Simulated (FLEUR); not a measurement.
# Magnetic state of RbMnF3 from several starts

Does RbMnF3 prefer parallel or opposed moments?

Program: FLEUR MaX-R8.1. Level of theory: LDA (VWN) with U = 4.9 eV, J = 0.9 eV on Mn d; all-electron FLAPW, Dirac cores, scalar-relativistic bands. Results are calculated unless marked as measured.

## (1) The starting structure

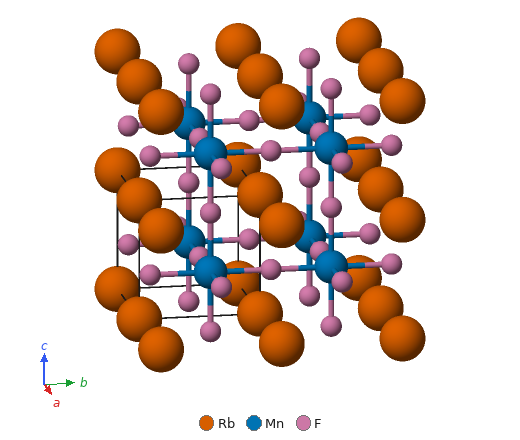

The cell as given, slightly off an axis (rubidium orange, manganese blue, fluorine pink). 2×2×2 cells are drawn. Some periodic images of atoms are drawn too.

Coordinates:

```cif
data_structure
_symmetry_space_group_name_H-M 'P 1'
_symmetry_Int_Tables_number 1
_cell_length_a 4.2325
_cell_length_b 4.2325
_cell_length_c 4.2325
_cell_angle_alpha 90.000
_cell_angle_beta 90.000
_cell_angle_gamma 90.000
_cell_volume 75.82
loop_
_atom_site_label
_atom_site_type_symbol
_atom_site_fract_x
_atom_site_fract_y
_atom_site_fract_z
_atom_site_occupancy
Rb1 Rb 0.00000 0.00000 0.00000 1
Mn2 Mn 0.50000 0.50000 0.50000 1
F3 F 0.50000 0.00000 0.50000 1
F4 F 0.50000 0.50000 0.00000 1
F5 F 0.00000 0.50000 0.50000 1
```

The cell comes from a database of computed structures and need not be the stable phase.

## (2) Start 1: ferro +

The parallel start is the test of whether parallel moments hold. A Hubbard U acts on the open shell, since semilocal functionals spread its electrons too much.

inpgen writes inp.xml from crystal.txt; cutoffs, mixing, functional, smearing and local orbitals are then set in the file. The k list default-1 (kpts.xml, not shown) is a Γ-centred 6×6×6 mesh; where the ranks do not divide the number of points, some are split in two of half the weight.

The input, inp.xml:

```
<?xml version="1.0" encoding="UTF-8" standalone="no"?>
<fleurInput fleurInputVersion="0.39">
   <comment>
      RbMnF3
   </comment>
   <calculationSetup>
      <cutoffs Kmax="4.26" Gmax="12.8" GmaxXC="12.8" numbands="0"/>
      <scfLoop itmax="130" minDistance="0.0001" maxIterBroyd="15" imix="Anderson" alpha="0.05" precondParam="0.0" spinf="2.0" sdNocoIR="T"/>
      <coreElectrons ctail="T" frcor="F" kcrel="0" coretail_lmax="0"/>
      <xcFunctional name="vwn" relativisticCorrections="F"/>
      <magnetism jspins="2"/>
      <soc l_soc="F" theta="0.0" phi="0.0" spav="F"/>
      <expertModes spex="0" secvar="F"/>
      <geometryOptimization l_f="F" forcealpha="1.0" forcemix="BFGS" epsdisp="0.00001" epsforce="0.00001"/>
      <ldaU l_linMix="F" mixParam="0.05" spinf="1.0"/>
   </calculationSetup>
   <cell>
      <bzIntegration valenceElectrons="45.0" mode="hist" fermiSmearingEnergy="0.00293995">
         <kPointListSelection listName="default-1"/>
         <xi:include xmlns:xi="http://www.w3.org/2001/XInclude" href="kpts.xml"> </xi:include>
      </bzIntegration>
      <xi:include xmlns:xi="http://www.w3.org/2001/XInclude" href="sym.xml"> </xi:include>
      <bulkLattice scale="1.0">
         <bravaisMatrix>
            <row-1>    7.9982131745996679     0.0000000000000000     0.0000000000000000</row-1>
            <row-2>    0.0000000000000000     7.9982131745996679     0.0000000000000000</row-2>
            <row-3>    0.0000000000000000     0.0000000000000000     7.9982131745996679</row-3>
         </bravaisMatrix>
      </bulkLattice>
   </cell>
   <atomSpecies>
      <species name="Rubidium (Rb)" element="Rb" atomicNumber="37">
         <mtSphere radius="2.8" gridPoints="925" logIncrement="0.014"/>
         <atomicCutoffs lmax="10" lnonsphr="8"/>
         <electronConfig flipSpins="F">
            <coreConfig>(1s1/2) (2s1/2) (2p1/2) (2p3/2) (3s1/2) (3p1/2) (3p3/2) (3d3/2) (3d5/2)</coreConfig>
            <valenceConfig>(4s1/2) (4p1/2) (4p3/2) (5s1/2)</valenceConfig>
            <stateOccupation state="(5s1/2)" spinUp="0.500000" spinDown="0.500000"/>
         </electronConfig>
         <energyParameters s="5" p="5" d="4" f="4"/>
         <lo type="SCLO" l="0" n="4" eDeriv="0"/>
         <lo type="SCLO" l="1" n="4" eDeriv="0"/>
      </species>
      <species name="Manganese 4.501" element="Mn" atomicNumber="25">
         <mtSphere radius="2.49" gridPoints="823" logIncrement="0.015"/>
         <atomicCutoffs lmax="10" lnonsphr="8"/>
         <electronConfig flipSpins="F">
            <coreConfig>(1s1/2) (2s1/2) (2p1/2) (2p3/2)</coreConfig>
            <valenceConfig>(3s1/2) (3p1/2) (3p3/2) (4s1/2) (3d3/2) (3d5/2)</valenceConfig>
            <stateOccupation state="(3d3/2)" spinUp="1.7505" spinDown="0.2495"/>
            <stateOccupation state="(3d5/2)" spinUp="3.0" spinDown="0.0"/>
         </electronConfig>
         <energyParameters s="4" p="4" d="3" f="4"/>
         <ldaU l="2" U="4.9" J="0.9" l_amf="F"/>
         <lo type="SCLO" l="0" n="3" eDeriv="0"/>
         <lo type="SCLO" l="1" n="3" eDeriv="0"/>
      </species>
      <species name="Fluorine (F)" element="F" atomicNumber="9">
         <mtSphere radius="1.41" gridPoints="467" logIncrement="0.023"/>
         <atomicCutoffs lmax="6" lnonsphr="4"/>
         <electronConfig flipSpins="F">
            <coreConfig>(1s1/2)</coreConfig>
            <valenceConfig>(2s1/2) (2p1/2) (2p3/2)</valenceConfig>
            <stateOccupation state="(2p1/2)" spinUp="0.833333" spinDown="0.833333"/>
            <stateOccupation state="(2p3/2)" spinUp="1.666667" spinDown="1.666667"/>
         </electronConfig>
         <energyParameters s="2" p="2" d="3" f="4"/>
      </species>
   </atomSpecies>
   <atomGroups>
      <atomGroup species="Rubidium (Rb)">
         <relPos label="                   1">.0000000000 .0000000000 .0000000000</relPos>
         <force calculate="T" relaxXYZ="TTT"/>
      </atomGroup>
      <atomGroup species="Manganese 4.501">
         <relPos label="                   2">1.000/2.000 1.000/2.000 1.000/2.000</relPos>
         <force calculate="T" relaxXYZ="TTT"/>
      </atomGroup>
      <atomGroup species="Fluorine (F)">
         <relPos label="                   3">1.000/2.000 .0000000000 1.000/2.000</relPos>
         <relPos label="                   4">1.000/2.000 1.000/2.000 .0000000000</relPos>
         <relPos label="                   5">.0000000000 1.000/2.000 1.000/2.000</relPos>
         <force calculate="T" relaxXYZ="TTT"/>
      </atomGroup>
   </atomGroups>
   <output dos="F" band="F" slice="F">
      <bandDOS minEnergy="-.5*Htr" maxEnergy="0.5*Htr" sigma="0.015" storeEVData="T"/>
      <plotting iplot="0" polar="F">
         <plot TwoD="T" vec1="  1.0  0.0  0.0" vec2="  0.0  1.0  0.0" vec3="  0.0  0.0  1.0" zero="  0.0  0.0  0.0" file="plot"/>
      </plotting>
      <moessbauerParams electricFieldGradient="F" isomerShift="F" coreHyperfine="F" valenceHyperfine="F"/>
   </output>
</fleurInput>
```

The input, crystal.txt:

```
RbMnF3
&input film=F cartesian=F /
4.23247214000  0.00000000000  0.00000000000
0.00000000000  4.23247214000  0.00000000000
0.00000000000  0.00000000000  4.23247214000
1.8897261246
1.0 1.0 1.0

5
37 0.00000000000  0.00000000000  0.00000000000
25 0.50000000000  0.50000000000  0.50000000000 : 4.501
9 0.50000000000  0.00000000000  0.50000000000
9 0.50000000000  0.50000000000  0.00000000000
9 0.00000000000  0.50000000000  0.50000000000

&kpt div1=6 div2=6 div3=6 gamma=T /
```

Command:

```sh
$ OMP_NUM_THREADS=1 inpgen -f crystal.txt > inpgen.log  # inp.xml is then edited as shown
$ OMP_NUM_THREADS=1 mpirun -n 4 fleur_MPI > fleur.log
```

Output:

```text
Welcome to FLEUR        (www.flapw.de)
      MaX-Release 8.1          (www.max-centre.eu)

 ========== k-point set info ==========
 Selected k-point list: default-1
 k-point list type: mesh
 6 x 6 x 6
 Number of k points: 20

 ------------Calculation Setup---------------------------
 Number of MPI-tasks      :            4
 Number of PE/node        :            4
 Number of OMP-threads    :            1
 k-points in parallel     :            4
 pe's per k-point         :            1
 No of k-point loops      :            5
 Eigenvalue solver        :       lapack
 Number of basis functions:          721
 Approximate size of matrices (H+S) per k-point:         0.008 GB
 --------------------------------------------------------
 no density matrix found ... skipping LDA+U
 Reset of history
 Iteration:     1   Distance:      12.33851997 me/bohr^3
 Iteration:     2   Distance:      11.07560394 me/bohr^3
 Iteration:     3   Distance:       9.72782841 me/bohr^3
 Iteration:     4   Distance:       5.59203403 me/bohr^3
 Iteration:     5   Distance:       4.51949100 me/bohr^3
 Iteration:     6   Distance:       1.40384592 me/bohr^3
 Iteration:     7   Distance:       0.39563079 me/bohr^3
 Iteration:     8   Distance:       0.71862487 me/bohr^3
 Iteration:     9   Distance:       0.04848127 me/bohr^3
 Iteration:    10   Distance:       0.04599770 me/bohr^3
 Iteration:    11   Distance:       0.00936297 me/bohr^3
 Iteration:    12   Distance:       0.01441117 me/bohr^3
 Iteration:    13   Distance:       0.00612729 me/bohr^3
 Iteration:    14   Distance:       0.00068114 me/bohr^3
 Iteration:    15   Distance:       0.00058164 me/bohr^3
 Iteration:    16   Distance:       0.00007455 me/bohr^3

 ********************************************************************
 Run finished successfully
 Stop message:
   all done
 ********************************************************************

--- out.xml (last complete iteration) ---
<iteration numberForCurrentRun="   16" overallNumber="   16">
         [... left out ...]
         <bandgap value="2.6657401608" units="eV"/>
         <sumValenceSingleParticleEnergies value="-20.0632188607" units="Htr"/>
         <FermiEnergy value="0.1785932043" units="Htr"/>
         <valenceDensity>
            <mtCharges spin="1">
               <mtCharge atomType="1" total="3.8256114" s="0.9914833" p="2.7991899" d="0.0271172" f="0.0057572"/>
               <mtCharge atomType="2" total="9.2467864" s="1.1296947" p="3.1604401" d="4.8880765" f="0.0449887"/>
               <mtCharge atomType="3" total="2.8503630" s="0.8089197" p="2.0393748" d="0.0017588" f="0.0002555"/>
            </mtCharges>
            <mtCharges spin="2">
               <mtCharge atomType="1" total="3.8255508" s="0.9917303" p="2.7993192" d="0.0269971" f="0.0055774"/>
               <mtCharge atomType="2" total="4.5311213" s="1.1031153" p="3.1360488" d="0.2256193" f="0.0432174"/>
               <mtCharge atomType="3" total="2.8068515" s="0.8044482" p="2.0020780" d="0.0002490" f="0.0000608"/>
            </mtCharges>
            <spinDependentCharge spin="1" total="25.0000000" interstitial="3.3765133" mtSpheres="21.6234867"/>
            <spinDependentCharge spin="2" total="20.0000000" interstitial="3.2227732" mtSpheres="16.7772268"/>
            <totalCharge value="45.0000000000"/>
         </valenceDensity>
         [... left out ...]
         <allElectronCharges>
            <spinDependentCharge spin="1" total="47.0000000" interstitial="3.3765283" mtSpheres="43.6234717"/>
            <spinDependentCharge spin="2" total="42.0000000" interstitial="3.2227882" mtSpheres="38.7772117"/>
            <totalCharge value="88.9999999880"/>
         </allElectronCharges>
         <magneticMomentsInMTSpheres units="muBohr">
            <globalMagMoment atomType="1" vec="0.00000   0.00000   0.00006"/>
            <localMagMoment atomType="1" vec="0.00000   0.00000   0.00006"/>
            <globalMagMoment atomType="2" vec="0.00000   0.00000   4.71567"/>
            <localMagMoment atomType="2" vec="0.00000   0.00000   4.71567"/>
            <globalMagMoment atomType="3" vec="0.00000   0.00000   0.04351"/>
            <localMagMoment atomType="3" vec="0.00000   0.00000   0.04351"/>
         </magneticMomentsInMTSpheres>
         <moessbauerParams unitsHFF="kG" unitsIS="e/bohr^3" unitsEFG="Htr/bohr^2">
         </moessbauerParams>
         <totalEnergy value="    -4432.7008108789" units="Htr">
            <sumOfEigenvalues value="    -2562.2371672631">
               <coreElectrons value="-2542.1739484024"/>
               <valenceElectrons value="-20.0632188607"/>
            </sumOfEigenvalues>
            <densityCoulombPotentialIntegral value="-6856.5349194376"/>
            <densityEffectivePotentialIntegral value="-7090.9421628129"/>
            <chargeDenXCDenIntegral value="-177.0996799923"/>
            <FockExchangeEnergyValence value="0.0000000000"/>
            <FockExchangeEnergyCore value="0.0000000000"/>
            <atomTypeDependentContributions atomType="1">
               <electronNucleiInteractionDifferentMTs value="3591.1033843365"/>
               <MadelungTerm value="-13.6835164889"/>
            </atomTypeDependentContributions>
            <atomTypeDependentContributions atomType="2">
               <electronNucleiInteractionDifferentMTs value="1379.2935797360"/>
               <MadelungTerm value="-8.8624509070"/>
            </atomTypeDependentContributions>
            <atomTypeDependentContributions atomType="3">
               <electronNucleiInteractionDifferentMTs value="348.2520072984"/>
               <MadelungTerm value="-15.1962279344"/>
            </atomTypeDependentContributions>
            <dftUCorrection value="-0.3524999835"/>
            <tkbTimesEntropy value="0.0000000000"/>
            <freeEnergy value="-4432.7008108789"/>
            <extrapolationTo0K value="-4432.7008108789"/>
         </totalEnergy>
         <ldaUDensityMatrix>
            <densityMatrixFor spin="1" atomType="2" uIndex="1" l="2" U="4.90000000" J="0.90000000">
               (+0.98220,+0.00000) (+0.00000,+0.00000) (+0.00000,+0.00000) (+0.00000,+0.00000) (+0.02294,+0.00000)
               (+0.00000,+0.00000) (+0.95927,+0.00000) (+0.00000,+0.00000) (+0.00000,+0.00000) (+0.00000,+0.00000)
               (+0.00000,+0.00000) (+0.00000,+0.00000) (+1.00514,+0.00000) (+0.00000,+0.00000) (+0.00000,+0.00000)
               (+0.00000,+0.00000) (+0.00000,+0.00000) (+0.00000,+0.00000) (+0.95927,+0.00000) (+0.00000,+0.00000)
               (+0.02294,+0.00000) (+0.00000,+0.00000) (+0.00000,+0.00000) (+0.00000,+0.00000) (+0.98220,+0.00000)
            </densityMatrixFor>
            <densityMatrixFor spin="2" atomType="2" uIndex="1" l="2" U="4.90000000" J="0.90000000">
               (+0.05130,+0.00000) (+0.00000,+0.00000) (+0.00000,+0.00000) (+0.00000,+0.00000) (+0.03086,+0.00000)
               (+0.00000,+0.00000) (+0.02043,+0.00000) (+0.00000,+0.00000) (+0.00000,+0.00000) (+0.00000,+0.00000)
               (+0.00000,+0.00000) (+0.00000,+0.00000) (+0.08216,+0.00000) (+0.00000,+0.00000) (+0.00000,+0.00000)
               (+0.00000,+0.00000) (+0.00000,+0.00000) (+0.00000,+0.00000) (+0.02043,+0.00000) (+0.00000,+0.00000)
               (+0.03086,+0.00000) (+0.00000,+0.00000) (+0.00000,+0.00000) (+0.00000,+0.00000) (+0.05130,+0.00000)
            </densityMatrixFor>
         </ldaUDensityMatrix>
         <ldaUDensityMatrixConvergence>
            <distance spin="1" distance="0.000002"/>
            <distance spin="2" distance="0.000001"/>
         </ldaUDensityMatrixConvergence>
         <densityConvergence units="me/bohr^3">
            <chargeDensity spin="1" distance="0.0000647327"/>
            <chargeDensity spin="2" distance="0.0000305039"/>
            <overallChargeDensity distance="0.0000684338"/>
            <spinDensity distance="0.0000745548"/>
         </densityConvergence>
      </iteration>
```

Elapsed: 17 s, on 4 MPI ranks of AMD EPYC 9R45, shared host; peak memory 0.35 GiB.

Spin moment in the muffin-tin sphere by atom:

| atom | spin moment in the muffin-tin sphere (μB) |
| --- | --- |
| Rb1 | 0.00 |
| Mn2 | 4.72 |
| F3 | 0.04 |
| F4 | 0.04 |
| F5 | 0.04 |

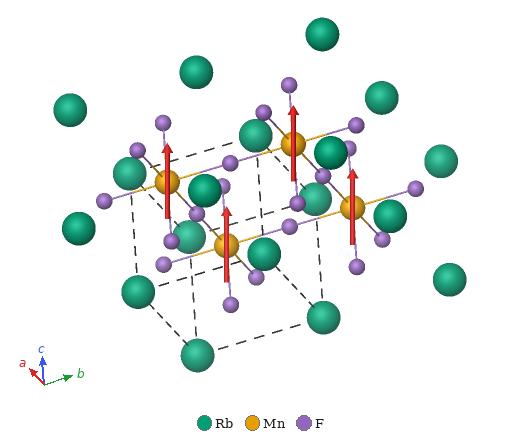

Spin moment in the muffin-tin sphere as arrows, the longest 4.72 μB. Up and down stand for the sign. Arrows give size and sign along the axis of quantisation, drawn up and down the page. 2×2×1 cells are drawn. Some periodic images of atoms are drawn too.

This step gave:

* free energy: -120619.9339 eV
* program's band gap on this mesh (in a metal only a level spacing): 2.666 eV
* magnetization: 5 μB
* final state: ferromagnetic

After 16 cycles the largest moment stands at 4.72 μB.

(Part 1 of 3 ends here.)

[Logs and program files are shortened in this print: banners, set-up blocks, solver, clock and traceback lines can be left out without a mark of their own.]

[Logs are printed without paths, hosts, clocks, repeated set-up lines and the standing remarks that a program may print on its own settings, such as how far it seeks lower states.]

[Hosts, paths, dates, database ids (printed as entryN), source tags and the programs' standing remarks are cut or masked in the printed files.]

[Where a cell is said to come from a database of computed structures, the database is the Materials Project.]
